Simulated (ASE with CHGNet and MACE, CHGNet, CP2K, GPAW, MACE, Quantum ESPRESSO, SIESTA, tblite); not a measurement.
## Machine-learned potentials on random packing of W67B25N7 (at. %) (67 atoms): settings against a plane-wave reference

Wanted: machine-learned potentials inputs and outputs for random packing of W67B25N7 (at. %) (67 atoms), checked against a plane-wave reference.

Calculated with ASE with CHGNet and MACE; the method is named at each step.

### Step 1. The starting structure

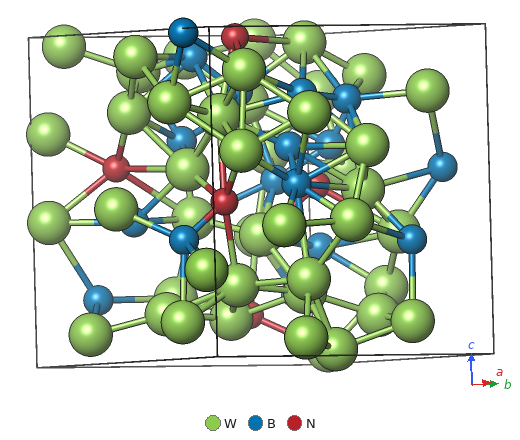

The starting structure, seen from a free direction (tungsten green, boron blue, nitrogen red).

The cell holds 67 atoms: 45 W, 17 B and 5 N. Its edges and angles: a = 9.548 Å, b = 9.548 Å, c = 9.548 Å, α = 90.0°, β = 90.0°, γ = 90.0°. 67 atoms (45 W, 17 B, 5 N) packed at random in a cube at 16.3 g/cm³ and pushed apart as soft spheres; a start for melting by ab initio MD, not an equilibrated structure. Then every atom was moved at random, 0.05 Å r.m.s. a Cartesian component.

The yardstick, on the same geometry:

```
method                 : Kohn-Sham DFT, PBE, SSSP efficiency 1.3.0 pseudopotentials, plane waves (Quantum ESPRESSO 7.5); sssp-pbe-1.3.0-efficiency, cutoffs 60/480 Ry, Γ point
r.m.s. force component : 3.624 eV/Å
longest force          : 12.55 eV/Å
pressure               : 54.22 GPa
time                   : 3.7 min on 4 MPI ranks of Arm Neoverse V1, shared host
CPU time               : 15 min
```

### Step 2. CHGNet r2SCAN potential

Method: machine-learned interatomic potential CHGNet r2SCAN, trained on r2SCAN plane-wave data.

File run.py:

```python
import numpy as np
from ase.io import read
import mlip  # loads the published weights by name

atoms = read("structure.xyz")
atoms.calc = mlip.calc("chgnet-r2scan")
energy = atoms.get_potential_energy()
forces = atoms.get_forces()
print(f"energy {energy:.6f} eV")
print("forces (eV/A)")
for i, (a, f) in enumerate(zip(atoms, forces)):
    print(f"{i:4d} {a.symbol:2s} {f[0]:10.5f} {f[1]:10.5f} {f[2]:10.5f}")
stress = -atoms.get_stress(voigt=False) * 160.21766
print("stress (GPa, compression positive)")
for row in stress:
    print(" ".join(f"{x:10.4f}" for x in row))
```

File structure.xyz:

```xyz
67
Lattice="9.54790 0.00000 0.00000 0.00000 9.54790 0.00000 0.00000 0.00000 9.54790" Properties=species:S:1:pos:R:3 pbc="T T T"
W 9.18451 5.00176 3.93125
W 5.65408 3.29679 2.16900
W 6.93340 6.88442 4.87869
W 9.20389 2.65107 3.79615
W 0.94047 4.23812 1.93355
W 5.20513 6.11514 9.18136
W 8.75313 5.88265 6.09748
W 5.65952 5.62381 1.95636
W 0.63236 4.96806 8.91211
W 3.79997 2.04411 1.40325
W 4.15897 0.15993 4.44350
W 0.48341 0.90390 9.26509
W 2.97484 1.46417 7.26901
W 2.45295 5.88628 7.55115
W 5.70239 2.79582 7.09361
W 4.06387 5.19816 3.67145
W 6.17052 7.80063 1.25354
W 4.48971 0.74034 8.83668
W 2.00496 4.22285 4.21425
W 4.43414 9.23559 2.10512
W 0.05041 0.56161 6.74282
W 8.51023 8.16785 7.65885
W 1.07481 6.97321 3.72807
W 9.26910 3.57187 7.04902
W 7.66095 4.45515 2.27775
W 8.52274 7.44135 1.00282
W 5.22490 8.14732 8.21501
W 7.43476 5.47954 0.24099
W 3.67155 4.35050 1.25956
W 1.17172 7.38922 6.12364
W 2.57889 0.19898 0.87029
W 6.46479 0.58156 7.46025
W 0.92185 7.19215 9.36687
W 2.20509 9.39762 5.62238
W 3.66086 7.67594 0.31680
W 8.81023 3.56251 0.54939
W 5.97135 1.17344 1.10966
W 6.12106 8.61240 3.65904
W 7.84112 2.11954 6.00162
W 0.39194 0.29455 4.17597
W 8.00887 0.70397 2.55798
W 1.58342 2.72927 8.49954
W 1.58772 8.93082 7.84236
W 7.74459 2.35022 8.33875
W 3.95569 2.78512 5.58142
B 6.16107 4.87583 6.15486
B 2.18781 3.77113 6.45343
B 5.90776 1.32945 3.48842
B 7.25831 9.43762 5.48317
B 0.77519 8.49782 2.06034
B 8.42955 7.55182 3.36363
B 3.09629 6.37809 5.27378
B 4.22256 4.41638 7.80398
B 0.45696 1.87998 1.92151
B 6.95402 6.38334 7.49949
B 3.27035 7.74669 3.29851
[... 7 atom lines left out ...]
N 6.15228 2.59865 4.57650
N 2.13558 6.00267 1.40010
N 1.43639 1.97603 5.69866
N 4.71762 6.73538 5.05934
```

Command:

```sh
$ OMP_NUM_THREADS=1 python run.py > output.txt
```

Log:

```text
CHGNet vr2scan initialized with 412,525 parameters
CHGNet will run on cpu
energy -2385.672852 eV
forces (eV/A)
   0 W    -1.96607    4.38108    2.24852
   1 W     3.31861   -3.80347    5.75052
   2 W    -2.21013   -4.70389    2.39262
   3 W     1.06080   -1.35920    1.43589
   4 W     7.13069    2.98613    0.66536
   5 W    -1.45502  -11.02192   -7.67578
   6 W    -0.25821   -0.01314    5.78633
   7 W    -1.24710    5.86115    4.61976
   8 W     0.03454    5.15093   -1.12324
   9 W    -6.25014    2.93915    2.30936
  10 W    -0.45686    3.45176    2.85507
  11 W    -7.91505   -2.86752    9.84122
  12 W     2.16375    0.55233   -1.79849
  13 W     6.57948   -1.36605   -0.90837
  14 W    -3.49277    6.03275    2.67204
  15 W     0.45726    3.52352    4.52180
  16 W     3.78391    5.16826   -0.80431
  17 W    -2.39766    0.84106    0.17784
  18 W     0.85678   -1.43055    4.45516
  19 W    -3.08388   -1.46730    1.55755
  20 W    -4.69258    5.58033   -3.85840
  21 W    -5.56396   -1.98512    2.35298
  22 W     3.21503    1.59461   -3.11245
  23 W     6.66274    3.48988   -5.53339
[...]
59 B     1.43234   -1.64655    0.14451
  60 B    -0.72835   -1.80091    1.52763
  61 B    -1.28832   -0.07525   -0.97721
  62 N    -1.05770   -0.68139    0.73343
  63 N    -1.23973   -1.04707    0.05687
  64 N    -0.41701   -1.13757   -1.87600
  65 N    -0.08228    0.62522   -2.79585
  66 N    -1.14794    1.26471    1.84004
stress (GPa, compression positive)
   53.8406     0.4698     2.8601
    0.4698    48.8636    -1.6331
    2.8601    -1.6331    43.2484
```

It took 3.5 s on 1 thread of Arm Neoverse V1, shared host; peak memory 1.2 GiB.

Banners, paths, timers and routine set-up lines are dropped from the logs unmarked, and long logs keep their key lines alone; longer cuts are marked.

Numbers from this run, and their distance from the reference:

| Item | Value |
| --- | --- |
| r.m.s. force component | 3.986 eV/Å |
| r.m.s. difference of force components | 1089 meV/Å |
| longest difference of force vectors | 4545 meV/Å |
| force difference over r.m.s. force | 30.04 % |
| slope of forces against the reference's | 1.06 |
| correlation of force components | 0.9635 |
| pressure | 48.65 GPa |
| pressure difference | -5.57 GPa |

Length of the force difference by element (eV/Å):

| element | atoms | mean | most |
| --- | --- | --- | --- |
| B | 17 | 1.3 | 2.5 |
| N | 5 | 1.5 | 1.7 |
| W | 45 | 1.9 | 4.5 |

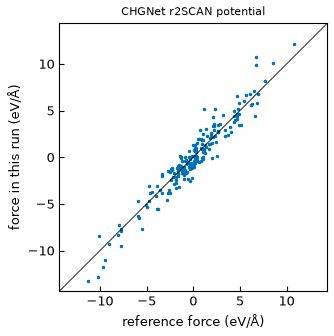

Force components against those of the reference; the line marks equality.

Local excerpt of 9 atoms (numbers count through the whole input) about W3, picked at random; x, y, z are measured from there.

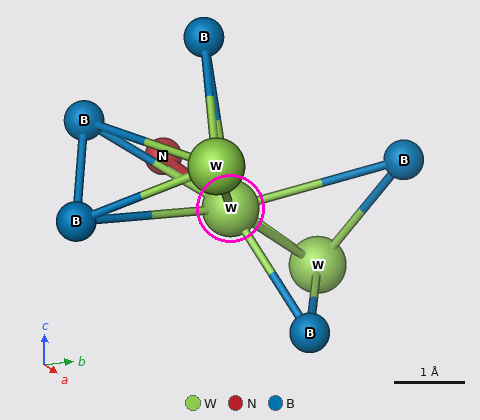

The atoms of the table, within 2.7 Å (arrows a, b, c point along x, y, z); some may hide others; the central atom is ringed.

| atom | x | y | z | distance (Å) | Fx | Fy | Fz (eV/Å) |
| --- | --- | --- | --- | --- | --- | --- | --- |
| W3 | 0.00 | 0.00 | 0.00 | 0.00 | -2.21 | -4.70 | 2.39 |
| N67 | -2.22 | -0.15 | 0.18 | 2.23 | -1.15 | 1.26 | 1.84 |
| B51 | 1.50 | 0.67 | -1.52 | 2.23 | 0.10 | 1.86 | -0.62 |
| W38 | -0.81 | 1.73 | -1.22 | 2.27 | 4.65 | -0.09 | 0.82 |
| W7 | 1.82 | -1.00 | 1.22 | 2.41 | -0.26 | -0.01 | 5.79 |
| B46 | -0.77 | -2.01 | 1.28 | 2.50 | 2.53 | 0.68 | 0.74 |
| B49 | 0.32 | 2.55 | 0.60 | 2.64 | 1.89 | -1.82 | 0.13 |
| B55 | 0.02 | -0.50 | 2.62 | 2.67 | -0.94 | -0.38 | -0.77 |
| B59 | 0.51 | -2.62 | 0.16 | 2.67 | 0.15 | -0.24 | -0.40 |

Atoms are counted from 1 here, from 0 in the log.

Forces lie 30 % from the reference's, at 0.0036 times its CPU time (on 1 against 4 cores).

### Step 3. MACE MP-0b3 medium potential

Method: machine-learned interatomic potential MACE MP-0b3 medium, trained on PBE(+U) plane-wave data.

Edit run.py of step 2 so:

```diff
@@ -5,3 +5,3 @@
 atoms = read("structure.xyz")
-atoms.calc = mlip.calc("chgnet-r2scan")
+atoms.calc = mlip.calc("mace-mp-0b3-medium")
 energy = atoms.get_potential_energy()
```

structure.xyz is that of step 2.

Log:

```text
energy -623.581597 eV
forces (eV/A)
   0 W    -0.56373    5.84488    2.74633
   1 W     2.69823   -4.66321    4.88714
   2 W    -1.48803   -4.27762    3.15674
   3 W     1.47428   -2.22578    0.55105
   4 W     7.07772    1.97861   -0.34797
   5 W    -2.59430  -10.69601   -8.78105
   6 W    -0.29216    0.51350    6.04964
   7 W    -2.67212    7.87276    5.83546
   8 W     1.09533    4.08516   -1.90115
   9 W    -7.51308    4.32147    2.40190
  10 W    -0.24112    4.32849    3.11116
  11 W    -8.20612   -1.75291    7.35484
  12 W     1.03773    0.41868   -1.99193
  13 W     4.15371   -1.17561   -0.49780
  14 W    -4.27057    7.38986    3.66667
  15 W     0.24922    2.54942    5.32751
  16 W     4.26687    5.35800   -1.30887
  17 W    -1.64697    1.73868    0.01384
  18 W     0.65967   -1.94874    3.98225
  19 W    -2.73786   -2.50792    3.17694
  20 W    -4.41499    6.58023   -4.34911
  21 W    -4.03091   -2.92897    2.12486
  22 W     2.88565    2.00630   -3.74235
  23 W     6.25377    3.69687   -4.97196
[...]
59 B    -0.17726   -1.69931    0.47807
  60 B    -0.54241   -0.81279    0.91474
  61 B    -1.03348   -0.13423   -0.75870
  62 N     1.91636   -1.68849    1.36626
  63 N    -2.52761   -1.10785    0.20251
  64 N    -0.10084   -0.80896   -1.78684
  65 N    -0.98559   -2.39261   -0.68570
  66 N     1.17039    0.42717    0.18522
stress (GPa, compression positive)
   58.5166     0.3199     1.3129
    0.3199    53.1060    -0.7761
    1.3129    -0.7761    45.1615
```

Run time: 7.3 s. Hardware: 1 thread; peak memory 1 GiB.

Numbers from this run, and their distance from the reference:

```
r.m.s. force component                  : 4.071 eV/Å
r.m.s. difference of force components   : 1084 meV/Å
longest difference of force vectors     : 3851 meV/Å
force difference over r.m.s. force      : 29.9 %
slope of forces against the reference's : 1.086
correlation of force components         : 0.967
pressure                                : 52.26 GPa
pressure difference                     : -1.96 GPa
```

Against the first run (30 %), the force difference from the reference is 30 %, at 2.2 times the CPU time.

### Step 4. MACE MP-0b2 small potential

Method: machine-learned interatomic potential MACE MP-0b2 small, trained on PBE(+U) plane-wave data.

Edit run.py of step 3 so:

```diff
@@ -5,3 +5,3 @@
 atoms = read("structure.xyz")
-atoms.calc = mlip.calc("mace-mp-0b3-medium")
+atoms.calc = mlip.calc("mace-mp-0b2-small")
 energy = atoms.get_potential_energy()
```

structure.xyz is that of step 3.

Log:

```text
energy -612.331738 eV
forces (eV/A)
   0 W    -2.13321    5.40374    1.38124
   1 W     2.55831   -3.47514    5.74436
   2 W    -0.38007   -5.25603    3.42216
   3 W     0.71567   -1.93200    0.80301
   4 W     6.97342    0.95538   -1.53120
   5 W    -2.35197  -13.46866   -8.06222
   6 W    -1.15273    0.44221    5.44589
   7 W    -1.51537    5.72462    5.50248
   8 W    -0.36194    2.37568   -0.78469
   9 W    -6.45545    3.78554    2.47343
  10 W    -1.02562    2.99079    2.58828
  11 W    -7.88624   -3.28507    8.06295
  12 W     1.49804    0.82257   -3.17202
  13 W     6.23409   -1.88093   -0.80730
  14 W    -5.04899    7.52500    2.43318
  15 W    -0.51818    2.69301    4.69251
  16 W     3.48240    6.00686   -1.60497
  17 W    -0.38578    2.78795    2.81849
  18 W     1.34123   -2.82195    4.68736
  19 W    -2.76972   -2.34225    3.14436
  20 W    -4.10595    6.17863   -3.49751
  21 W    -5.82429   -3.17246    3.16686
  22 W     3.79350    1.67596   -4.72955
  23 W     5.83361    4.10282   -4.84763
[...]
59 B     1.61023   -1.22868    1.10906
  60 B    -0.62780   -1.23024   -0.42350
  61 B     0.41681   -0.38285   -1.50707
  62 N     0.49343    0.10497    1.22941
  63 N    -2.69941   -0.70466   -1.36484
  64 N    -0.69732   -0.19366   -1.12941
  65 N    -0.37494    0.17402   -2.69228
  66 N     0.11345    1.01961    1.19003
stress (GPa, compression positive)
   53.6262     0.3037     2.9509
    0.3037    53.6210     0.0341
    2.9509     0.0341    41.6568
```

Wall time 6.4 s (1 thread); peak memory 0.72 GiB.

Against the reference:

| Item | Value |
| --- | --- |
| r.m.s. force component | 4.008 eV/Å |
| r.m.s. difference of force components | 970.3 meV/Å |
| longest difference of force vectors | 4860 meV/Å |
| force difference over r.m.s. force | 26.77 % |
| slope of forces against the reference's | 1.076 |
| correlation of force components | 0.9727 |
| pressure | 49.63 GPa |
| pressure difference | -4.586 GPa |

Against the first run (30 %), the force difference from the reference is 27 %, at 1.9 times the CPU time.

### Step 5. The ladder

Differences are against the plane-wave reference, forces as r.m.s. over components; share is that over the reference's r.m.s. force, slope the least-squares factor from reference forces to these. Total energies of different programs have different zeros and aren't compared.

| run | Δ force, r.m.s. (meV/Å) | share (%) | slope | Δ pressure (GPa) | cores | CPU time | memory (GiB) |
| --- | --- | --- | --- | --- | --- | --- | --- |
| reference | - | - | - | - | 4 | 15 min | 5.2 |
| CHGNet r2SCAN potential | 1089 | 30.0 | 1.060 | -5.57 | 1 | 3.2 s | 1.2 |
| MACE MP-0b3 medium potential | 1084 | 29.9 | 1.086 | -1.96 | 1 | 7 s | 1 |
| MACE MP-0b2 small potential | 970 | 26.8 | 1.076 | -4.59 | 1 | 6 s | 0.72 |

Times of the machine-learned potentials are mostly Python's start and the loading of weights.

CPU time is summed over cores on a shared host, where runs went side by side, so it is rough. Symmetry, cutoffs, thresholds, outputs and thread counts weren't matched or tuned between programs; memory under MPI is the largest rank's times the ranks.

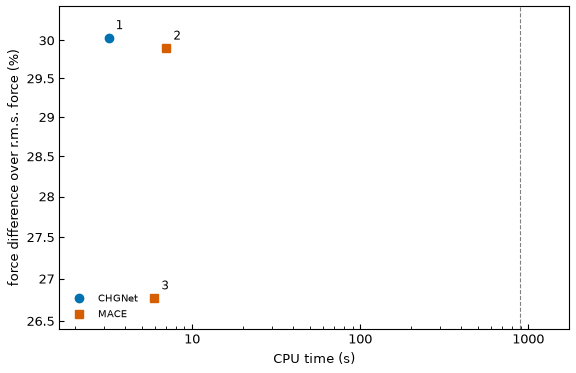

Force difference against CPU time; the dashed line marks the reference's time. Points: 1 CHGNet r2SCAN potential; 2 MACE MP-0b3 medium potential; 3 MACE MP-0b2 small potential.

### Step 6. Outcome

```
nearest in forces : MACE MP-0b2 small potential, 27 %
its CPU time      : 6 s
```

In words: Machine-learned potentials differ by 27 % (MACE MP-0b2 small potential) to 30 % (CHGNet r2SCAN potential); they were trained on other programs' data, some at another functional. The reference's pressure holds the uncorrected Pulay stress of its 60 Ry basis, so small pressure differences, and their order, may be the reference's own error. Machine-learned potentials mimic data converged in k, so the reference's own k-point error enters their differences. The reference's stress is far from hydrostatic: its diagonal is 59.3, 55.3, 48.1 GPa, compression counted positive. The reference's pressure of 54 GPa says that the cell would expand at this level of theory. The runs have no spin polarisation, so any moments at edges, vacancies or dangling bonds can't form. The electronic-structure runs sample only Γ, in a cell whose shortest periodic width is 10 Å, which is coarse for a cell with partly filled levels. Spin–orbit coupling is left out, which matters for the levels of the heavy elements.

[Also dropped from logs without a mark: logging warnings of Python, and SIESTA's first energy breakdown and zero terms.]

[Logs are printed without paths, hosts, clocks, repeated set-up lines and the standing remarks that a program may print on its own settings, such as how far it seeks lower states.]

[Hosts, paths, dates, database ids (printed as entryN), source tags and the programs' standing remarks are cut or masked in the printed files.]
